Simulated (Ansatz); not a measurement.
# BH2SF (SMILES FBS): r2SCAN0/STO-3G

What is the electronic atomisation energy of BH2SF at r2SCAN0/STO-3G? 

Program for the calculation: Ansatz 0.2.0.

65 further runs of the same task are left out: 65 set aside as unsound or not needed.

## Step 1: Starting point

BH2SF: 5 atoms, total charge 0, spin state singlet. As SMILES, `FBS`. The shape is that of a PBE0-D4/def2-TZVP optimisation. This is one conformer, not always the lowest.

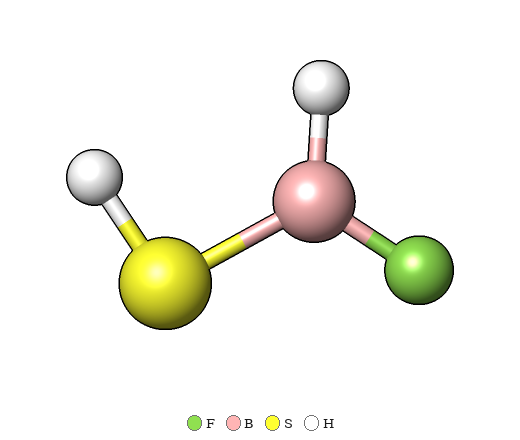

The structure, seen from a chosen angle (fluorine green, boron pink, sulfur yellow, hydrogen white).

## Step 2: The energy at r2SCAN0/STO-3G

The input, in.yaml:

```yaml
crystal:
  periodic: [false, false, false]
  atoms:
    - {symbol: F, position_ang: [-1.119100, -0.905900, -1.069200]}
    - {symbol: B, position_ang: [-0.412800, -0.339100, -0.106100]}
    - {symbol: S, position_ang: [0.972400, 0.698600, -0.579400]}
    - {symbol: H, position_ang: [-0.712000, -0.530900, 1.033700]}
    - {symbol: H, position_ang: [1.321400, 1.003700, 0.679600]}
basis:
  gaussian:
    orbitals: STO-3G
hamiltonian:
  xc: {name: r2SCAN0}
accuracy: high
```

Started as:

```
$ ansatz run in.yaml --threads 1 --pin off --max-ram 2610MiB --events-out events.jsonl --progress --plain --runs-dir runs
```

Output:

```text
Warning: RAYON_NUM_THREADS=1 ignored (pool sized by the plan → 1); use --threads N
Functional definition: r2SCAN0
  name "r2SCAN0"
  parameter a = 0.25
  parameter k0 = 0.174
  parameter k1 = 0.065
  parameter a1 = 4.9479
  exchange = (1 - a)*r2scan_x(k0 = k0, k1 = k1, a1 = a1) + a*exact_x
  correlation = r2scan_c
371 factors; integrals over basis functions are off by at most 2.9e-8 eV
mean field evaluation 1: about -14093.3650 eV, gradient 1.2e1 eV
mean field evaluation 2: about -14093.3829 eV, gradient 1.3e1 eV
mean field evaluation 4: about -14093.9078 eV, gradient 4.2e-1 eV
mean field evaluation 8: about -14093.8733 eV, gradient 3.8e-3 eV
mean field evaluation 16: about -14093.8733 eV, gradient 1.7e-8 eV
mean field -14093.87333746 eV, -517.9402919812 hartree, gradient 1.7e-8 eV, S^2 0.000000; 0 other end points of the search recorded, 0 dependent functions left out
reference -14093.87333771 eV, -517.9402919905 hartree; 16, 16 occupied and 5, 5 virtual orbitals, 371 factors
Total energy: -14093.87333771 eV, -517.9402919905 hartree
```

Run time: 2.6 s. Hardware: 1 thread of Arm Neoverse V1, shared host; peak memory 0.14 GiB.

## Step 3: The B atom at the same level

The input, job.yaml:

```yaml
crystal:
  periodic: [false, false, false]
  atoms:
    - {symbol: B, position_ang: [0.000000, 0.000000, 0.000000]}
basis:
  gaussian:
    orbitals: STO-3G
accuracy: high
hamiltonian:
  xc: {name: r2SCAN0}
magnetization:
  spin_polarized: true
  initial_magnetization: 1
```

Run the same way, it converges to -24.25616 Eh (log not shown).

## Step 4: The F atom, same level

The input, molecule.yaml:

```yaml
crystal:
  periodic: [false, false, false]
  atoms:
    - {symbol: F, position_ang: [0.000000, 0.000000, 0.000000]}
basis:
  gaussian: {orbitals: STO-3G}
magnetization: {spin_polarized: true, initial_magnetization: 1}
hamiltonian: {xc: {name: r2SCAN0}}
accuracy: high
```

Started as:

```
$ ansatz run molecule.yaml --threads 1 --pin off --max-ram 2610MiB --events-out events.jsonl --progress --plain --runs-dir runs
```

Output, shortened:

```text
Warning: RAYON_NUM_THREADS=1 ignored (pool sized by the plan → 1); use --threads N
[... 8 set-up lines as earlier in the session ...]
15 factors; integrals over basis functions are off by at most 1.2e-9 eV
mean field evaluation 1: about -2673.8360 eV, gradient 5.7e-11 eV
mean field evaluation 2: about -2673.8310 eV, gradient 2.4e-10 eV
mean field -2673.83099676 eV, -98.2614767433 hartree, gradient 0.0e0 eV, S^2 0.750000; 0 other end points of the search recorded, 0 dependent functions left out
reference -2673.83099681 eV, -98.2614767448 hartree; 5, 4 occupied and 0, 1 virtual orbitals, 15 factors
Total energy: -2673.83099681 eV, -98.2614767448 hartree
```

Run time: 0.58 s. Hardware: 1 thread of Arm Neoverse V1, shared host; peak memory 0.096 GiB.

## Step 5: The H atom at the same level

The input, in.yaml:

```yaml
crystal:
  periodic: [false, false, false]
  atoms:
    - {symbol: H, position_ang: [0.000000, 0.000000, 0.000000]}
basis:
  gaussian:
    orbitals: STO-3G
magnetization:
  spin_polarized: true
  initial_magnetization: 1
hamiltonian:
  xc: {name: r2SCAN0}
accuracy: high
```

Run the same way, it converges to -0.46649 Eh (log not shown).

## Step 6: The S atom at the same level

The input, input.yaml:

```yaml
crystal:
  periodic: [false, false, false]
  atoms:
    - {symbol: S, position_ang: [0.000000, 0.000000, 0.000000]}
basis:
  gaussian:
    orbitals: STO-3G
magnetization:
  spin_polarized: true
  initial_magnetization: 2
hamiltonian:
  xc: {name: r2SCAN0}
accuracy: high
```

Started as:

```
$ ansatz run input.yaml --threads 1 --pin off --max-ram 2610MiB --events-out events.jsonl --progress --plain --runs-dir runs
```

Output, shortened:

```text
Warning: RAYON_NUM_THREADS=1 ignored (pool sized by the plan → 1); use --threads N
[... 8 set-up lines as earlier in the session ...]
42 factors; integrals over basis functions are off by at most 2.4e-9 eV
mean field evaluation 1: about -10712.3849 eV, gradient 1.3e-1 eV
mean field evaluation 2: about -10712.3849 eV, gradient 1.5e-3 eV
mean field evaluation 4: about -10712.3797 eV, gradient 3.0e-7 eV
mean field evaluation 8: about -10712.3797 eV, gradient 3.8e-9 eV
mean field -10712.37970849 eV, -393.6726931753 hartree, gradient 3.8e-9 eV, S^2 2.000000; 0 other end points of the search recorded, 0 dependent functions left out
reference -10712.37970871 eV, -393.6726931832 hartree; 9, 7 occupied and 0, 2 virtual orbitals, 42 factors
Total energy: -10712.37970871 eV, -393.6726931832 hartree
```

Run time: 1.1 s. Hardware: 1 thread of Arm Neoverse V1, shared host; peak memory 0.12 GiB.

## Step 7: Results

Level: r2SCAN0/STO-3G.

```
                     quantity          value
       molecule: total energy  -517.94029 Eh
         B atom: total energy   -24.25616 Eh
                 B atom: ⟨S²⟩          0.750
         F atom: total energy   -98.26148 Eh
                 F atom: ⟨S²⟩          0.750
         H atom: total energy    -0.46649 Eh
                 H atom: ⟨S²⟩          0.750
         S atom: total energy  -393.67269 Eh
                 S atom: ⟨S²⟩          2.000
electronic atomisation energy      22.231 eV
```

**Reading.** Taking the molecule apart into free atoms costs 22.23 eV (2145 kJ/mol), before zero-point energy and without spin-orbit coupling. In a minimal basis such a difference can be off by several eV, whatever the method.
